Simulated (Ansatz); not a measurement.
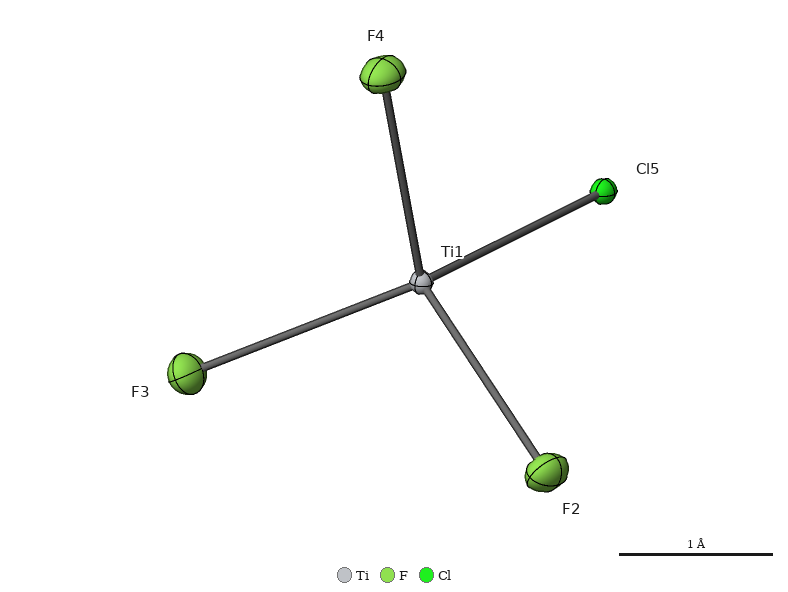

Displacement ellipsoids at the 50 % level, enlarged 2 times, from the internal vibrations of the free molecule (harmonic, no overall translation or rotation; no half-axis is drawn under 0.075 Å). Charge 0, singlet. Vibrations computed with RKS PBE0-D4/def2-TZVP (Ansatz 0.2.0). Temperature: 0 K (zero-point motion alone).

### Which atom has the largest mean-square displacement?

F2, F3, F4, with U_eq = 0.0022 Å².

Give the displacement parameters, one line for each set of equivalent atoms.

| atom | U_eq (Å²) | rms amplitudes (Å) |
| --- | --- | --- |
| Ti1 | 0.00062 | 0.023, 0.026, 0.026 |
| F2, F3, F4 | 0.0022 | 0.037, 0.045, 0.056 |
| Cl5 | 0.00085 | 0.027, 0.028, 0.032 |
